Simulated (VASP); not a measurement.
Band structure of Sn₃Sb (space group Pm-3m). All values below come from PBEsol GGA, VASP's PBE PAW potentials (set 64) (plane waves; VASP).

Unless said otherwise, spin-orbit coupling is left out, though it shifts the bands of the heavy elements here.

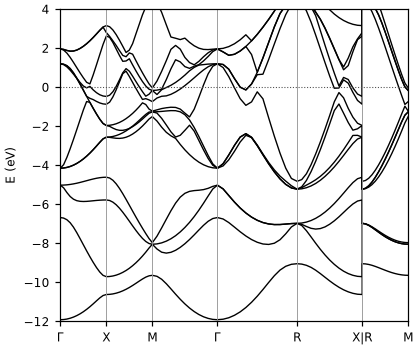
Bands along high-symmetry lines, zero at the valence-band maximum or, without a gap, the Fermi level

Read the plot: is there a gap, and where are the band edges?

It has no gap at this level: it comes out as a metal or semimetal. (Edges off the drawn lines would not show.)

The structure comes from a computed database's Sn3Sb entry (Pm-3m); how it stands against other phases isn't given here. It was relaxed first. The electron count is odd and the run is not spin-polarised, which forces a metal.
